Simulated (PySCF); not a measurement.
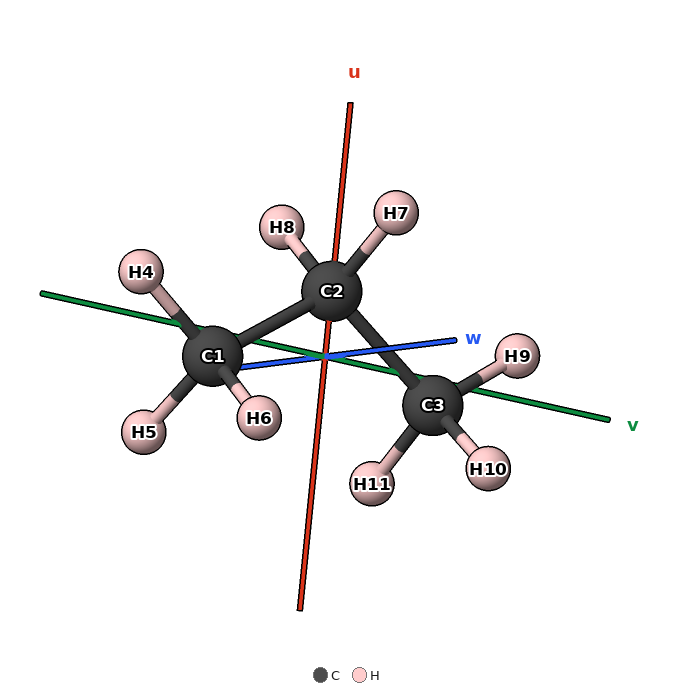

The lines u, v and w are the principal axes of the static dipole polarisability. The computed structure is the end point of a PBE0-D3(BJ)/def2-SVP optimisation. No frequency run is at hand to confirm it as a minimum. Method: PBE0/def2-SVPD (PySCF 2.14.0).

> Along which axis is the molecule most polarisable, and along which least?

Most along v, least along w.

> Give the three principal values.

u 39.6, v 44.3, w 37.5 bohr³; mean 40.5, anisotropy 6.0 bohr³.
